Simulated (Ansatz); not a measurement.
Where the default PAW files enter, the runs use the earlier of Ansatz's two default sets.

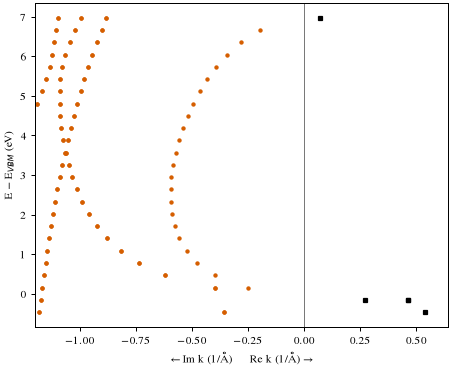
Figure. Complex bands at the centre of the two-dimensional zone; r2SCAN run with Ansatz (a first-principles code)

The gap is the functional's own, uncorrected, and κ follows it; spin-orbit coupling is left out. Mid-gap values are interpolated between the computed energies.

Q: This is KF (Fm-3m, rock salt, 2 atoms a cell, 18.7 Å³ an atom) along the normal of (111). Read off the slowest decay at the centre of the two-dimensional zone at 3.56 eV, the computed energy nearest the middle of the gap.

A: κ ≈ 0.57 1/Å, a decay length 1/(2κ) of the density of 0.87 Å.
